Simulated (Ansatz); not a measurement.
**Computed frozen-phonon scan: CsCdCl3 (cubic perovskite)**

CsCdCl$_{3}$ (cubic perovskite)

```
CELL_PARAMETERS angstrom
      5.11311     0.00000     0.00000
      0.00000     5.11311     0.00000
      0.00000     0.00000     5.11311
ATOMIC_POSITIONS crystal
  Cs 0.00000 0.00000 0.00000
  Cd 0.50000 0.50000 0.50000
  Cl 0.00000 0.50000 0.50000
  Cl 0.50000 0.00000 0.50000
  Cl 0.50000 0.50000 0.00000
```

A phonon eigenvector at Γ is frozen into this cell: atom i moves by Q times the vector below, so Q is the largest atomic displacement, in Å. The cell is held. It is one choice among 3 degenerate patterns.

```json
[
 {"atom": "Cs1", "x": "0.000", "y": "0.000", "z": "-0.003"},
 {"atom": "Cd2", "x": "0.000", "y": "0.000", "z": "0.220"},
 {"atom": "Cl3", "x": "0.000", "y": "0.000", "z": "0.156"},
 {"atom": "Cl4", "x": "0.000", "y": "0.000", "z": "0.156"},
 {"atom": "Cl5", "x": "0.000", "y": "0.000", "z": "-1.000"}
]
```

All values below come from LDA (plane waves to 420 eV, PAW, scalar-relativistic; Ansatz, a first-principles code). k mesh 7×7×7 (Γ-centred), Fermi-Dirac smearing 0.05 eV. E stands for the smeared free energy. CsCdCl3 was relaxed with its symmetry unable to fall. The zero of ΔE is the undisplaced structure.

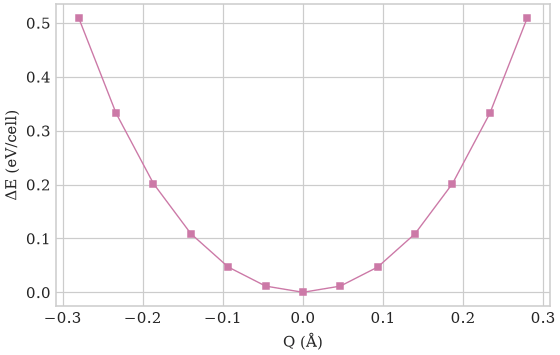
Figure. ΔE (eV/cell) against Q (Å); markers are the computed points, lines only join them.

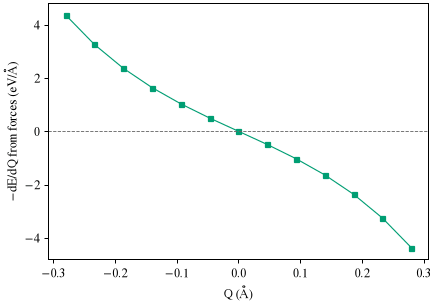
Figure. −dE/dQ from forces (eV/Å) against Q (Å); computed points joined by lines.

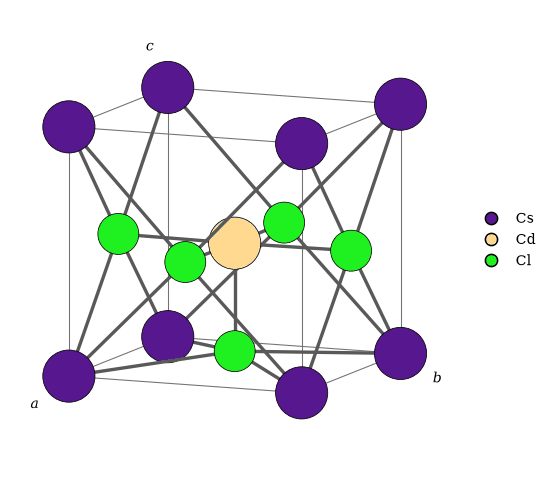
The cell of the calculation at Q = -0.280 Å.

The energy at Q = 0.280 Å comes out as 509 meV/cell. Harmonic wavenumber from the curvature (finite differences): 259 cm⁻¹. Symmetry of the curve: even: the same for both signs. Shape of the curve: a single well with its minimum at or next to zero displacement. Wavenumber by perturbation theory (DFPT, on another k mesh): 259 cm⁻¹.

E″ = 10.50 eV/Å², M = Σ mᵢ|uᵢ|² = 42.6 u, ν̃ = 521.5·√(|E″|/M).

(A displaced cell: forces are minus the slopes of the energy, force constants its curvatures, and phonons follow from these.)
